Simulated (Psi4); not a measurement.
# SiHBr (SMILES [SiH]Br) at CCSD(T)/def2-TZVP

Aim: the vertical ionisation energy of SiHBr at CCSD(T)/def2-TZVP, from 2 runs. 

The results are computed with Psi4 1.11.

## (1) The molecule

SiHBr: 3 atoms, total charge 0, spin state singlet. SMILES: `[SiH]Br`. Geometry: relaxed at PBE0-D4/def2-TZVP.

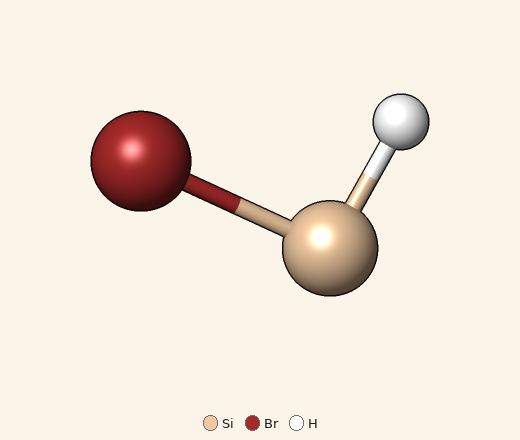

The structure, seen from a chosen angle (silicon light orange, bromine red, hydrogen white).

## (2) A single-point energy at CCSD(T)/def2-TZVP

Input file job.json:

```json
{
  "schema_name": "qcschema_input",
  "schema_version": 1,
  "molecule": {
    "schema_name": "qcschema_molecule",
    "schema_version": 2,
    "symbols": ["Si", "Br", "H"],
    "geometry": [-1.18051191, 0.98624806, -0.55954791, 2.53393376, 0.75872504, 1.47663199, -1.37401987, -1.86761633, -0.94221745],
    "molecular_charge": 0,
    "molecular_multiplicity": 1,
    "fix_symmetry": "c1",
    "fix_com": true,
    "fix_orientation": true
  },
  "driver": "energy",
  "model": {
    "method": "ccsd(t)",
    "basis": "def2-TZVP"
  },
  "keywords": {
    "puream": true,
    "e_convergence": 1e-09,
    "d_convergence": 1e-08,
    "scf_type": "pk",
    "num_frozen_docc": 14
  }
}
```

Launch:

```bash
psi4 --qcschema job.json -n 1 --memory 1600MB
```

stdout:

```text
[...]
  Running in c1 symmetry.
[...]
  Nuclear repulsion =  126.973584238758733
[...]
  Multiplicity = 1
[...]
  Nalpha       = 25
  Nbeta        = 25
[...]
    Number of basis functions: 91
[...]
   @RHF iter   1: -2861.71023251647421   -1.96308e+00   1.33188e-02 DIIS/ADIIS
[...]
   @RHF iter  11: -2861.93171642078642   -5.91172e-12   4.74884e-09 DIIS
[...]
    Orbital Energies [Eh]
    ---------------------
    Doubly Occupied:
       1A   -490.016190     2A    -68.839921     3A    -65.159174
       4A    -58.513772     5A    -58.513465     6A    -58.513058
       7A     -9.832872     8A     -7.442598     9A     -7.440364
      10A     -7.438633    11A     -6.184038    12A     -4.285655
      13A     -4.285339    14A     -4.284090    15A     -3.184436
      16A     -3.183593    17A     -3.181467    18A     -3.178808
      19A     -3.178538    20A     -1.014309    21A     -0.662946
      22A     -0.489958    23A     -0.435235    24A     -0.433847
      25A     -0.346008
[...]
  @RHF Final Energy: -2861.93171642078642
   => Energetics <=
    Nuclear Repulsion Energy =            126.9735842387587326
    One-Electron Energy =               -4237.7339765452788924
    Two-Electron Energy =                1248.8286758857336736
    Total Energy =                      -2861.9317164207859605
[...]
 Multipole Moments:
 ------------------------------------------------------------------------------------
     Multipole            Electronic (a.u.)      Nuclear  (a.u.)        Total (a.u.)
 ------------------------------------------------------------------------------------
 L = 1.  Multiply by 2.5417464519 to convert [e a0] to [Debye]
 Dipole X            :        -71.2507747           70.7864950           -0.4642797
 Dipole Y            :        -38.5979283           38.4952329           -0.1026954
 Dipole Z            :        -43.1733965           42.9062315           -0.2671650
 Magnitude           :                                                    0.5454165
[...]
      * MP2 total energy                      = -2862.302129579165012
[...]
      * CCSD total energy                     = -2862.325932753449706
[...]
      * CCSD(T) total energy                  = -2862.340464129824340
[...]
```

The result, in JSON:

```text
{
 "driver": "energy",
 "model": {
  "method": "ccsd(t)",
  "basis": "def2-TZVP"
 },
 "success": true,
 "return_result": -2862.3404641298243,
 "properties": {
  "calcinfo_nbasis": 91,
  "calcinfo_nmo": 91,
  "calcinfo_nalpha": 25,
  "calcinfo_nbeta": 25,
  "calcinfo_natom": 3,
  "nuclear_repulsion_energy": 126.97358423875873,
  "return_energy": -2862.3404641298243,
  "scf_one_electron_energy": -4237.733976545279,
  "scf_two_electron_energy": 1248.8286758857337,
  "scf_dipole_moment": [-0.4642797137834407, -0.10269537231916104, -0.26716501049181574],
  "scf_total_energy": -2861.9317164207864,
  "scf_iterations": 11,
  "mp2_same_spin_correlation_energy": -0.10029850351789332,
  "mp2_opposite_spin_correlation_energy": -0.27011465486982267,
  "mp2_singles_energy": -3.882410783802067e-27,
  "mp2_doubles_energy": -0.370413158387716,
  "mp2_correlation_energy": -0.370413158387716,
  "mp2_total_energy": -2862.302129579165,
  "ccsd_same_spin_correlation_energy": -0.09384583261642515,
  "ccsd_opposite_spin_correlation_energy": -0.30037050005590604,
  "ccsd_singles_energy": 0.0,
  "ccsd_doubles_energy": -0.3942163326723312,
  "ccsd_correlation_energy": -0.394216332672331,
  "ccsd_total_energy": -2862.3259327534497,
  "ccsd_iterations": 15,
  "ccsd_prt_pr_correlation_energy": -0.40874770904682534,
  "ccsd_prt_pr_total_energy": -2862.3404641298243
 }
}
```

Run time: 17 s. Hardware: 1 thread of Intel Xeon 6975P-C (Granite Rapids), shared host; peak memory 0.58 GiB.

## (3) The doublet cation, same level

Input file job.in:

```
memory 1600 mb

molecule molecule1 {
  1 2
  Si    -0.624700     0.521900    -0.296100
  Br     1.340900     0.401500     0.781400
  H     -0.727100    -0.988300    -0.498600
  units angstrom
  symmetry c1
  no_reorient
  no_com
}

set {
  basis def2-TZVP
  reference uhf
  puream true
  e_convergence 1e-09
  d_convergence 1e-08
  scf_type pk
  num_frozen_docc 14
  maxiter 200
}

result, w = energy('ccsd(t)', return_wfn=True)
```

Launch:

```bash
psi4 -n 1 job.in job.out
```

job.out:

```text
[...]
  Running in c1 symmetry.
[...]
  Nuclear repulsion =  126.973584171130412
[...]
  Multiplicity = 2
[...]
  Nalpha       = 25
  Nbeta        = 24
[...]
    Number of basis functions: 91
[...]
   @UHF iter   1: -2861.34618539677967   -1.59903e+00   1.33877e-02 DIIS/ADIIS
[...]
   @UHF iter  18: -2861.61732427505103   -6.36646e-12   6.22580e-09 DIIS
[...]
   @S^2 Observed:                7.776369947E-01
[...]
    Orbital Energies [Eh]
    ---------------------
    Alpha Occupied:
       1A   -490.261189     2A    -69.156430     3A    -65.402441
       4A    -58.758387     5A    -58.756302     6A    -58.756121
       7A    -10.075656     8A     -7.687964     9A     -7.680841
      10A     -7.680340    11A     -6.496750    12A     -4.603693
      13A     -4.597736    14A     -4.594704    15A     -3.428277
      16A     -3.426251    17A     -3.425271    18A     -3.418984
      19A     -3.418942    20A     -1.252357    21A     -0.944777
      22A     -0.753682    23A     -0.690387    24A     -0.657184
      25A     -0.639033
    Alpha Virtual:
[...]
  @UHF Final Energy: -2861.61732427505103
   => Energetics <=
    Nuclear Repulsion Energy =            126.9735841711304118
    One-Electron Energy =               -4224.9412211415001366
    Two-Electron Energy =                1236.3503126953182800
    Total Energy =                      -2861.6173242750510326
  UHF NO Occupations:
  HONO-2 :   23  A 1.9946458
  HONO-1 :   24  A 1.9920091
[...]
 Multipole Moments:
 ------------------------------------------------------------------------------------
     Multipole            Electronic (a.u.)      Nuclear  (a.u.)        Total (a.u.)
 ------------------------------------------------------------------------------------
 L = 1.  Multiply by 2.5417464519 to convert [e a0] to [Debye]
 Dipole X            :        -71.5979051           70.7864950           -0.8114101
 Dipole Y            :        -37.6451849           38.4952330            0.8500480
 Dipole Z            :        -43.2744094           42.9062317           -0.3681777
 Magnitude           :                                                    1.2314718
[...]
      * MP2 total energy                      = -2861.962183598715910
[...]
      * CCSD total energy                     = -2861.982959537664101
[...]
      * CCSD(T) total energy                     = -2861.998562442472576
[...]
```

Wall time 64 s (1 thread of Intel Xeon 6975P-C (Granite Rapids), shared host); peak memory 0.59 GiB.

## (4) What came out

At CCSD(T)/def2-TZVP, 14 core orbitals frozen:

```
                                                                  quantity           value
                                               singlet SiHBr: total energy  -2862.34046 Eh
                        singlet SiHBr: HOMO energy (Hartree–Fock orbitals)        -9.42 eV
                        singlet SiHBr: LUMO energy (Hartree–Fock orbitals)         0.07 eV
                      singlet SiHBr: HOMO–LUMO gap (Hartree–Fock orbitals)         9.49 eV
               singlet SiHBr: correlation energy (14 core orbitals frozen)      -408.7 mEh
                                             singlet SiHBr: (T) correction      -14.53 mEh
                                              singlet SiHBr: T1 diagnostic           0.011
                                              doublet cation: total energy  -2861.99856 Eh
doublet cation: HOMO energy (Hartree–Fock orbitals) (highest over α and β)       -17.39 eV
 doublet cation: LUMO energy (Hartree–Fock orbitals) (lowest over α and β)        -7.72 eV
              doublet cation: correlation energy (14 core orbitals frozen)      -381.2 mEh
                                            doublet cation: (T) correction      -15.60 mEh
                         doublet cation: ⟨S²⟩ of the reference determinant           0.778
                                             doublet cation: T1 diagnostic           0.036
                        vertical ionisation energy (to the doublet cation)        9.304 eV
```

**Reading.** Removing an electron at fixed nuclei costs 9.30 eV (898 kJ/mol). The triples (singlet SiHBr) make up 3.6 % of the correlation energy. The triples (doublet cation) make up 4.1 % of the correlation energy.
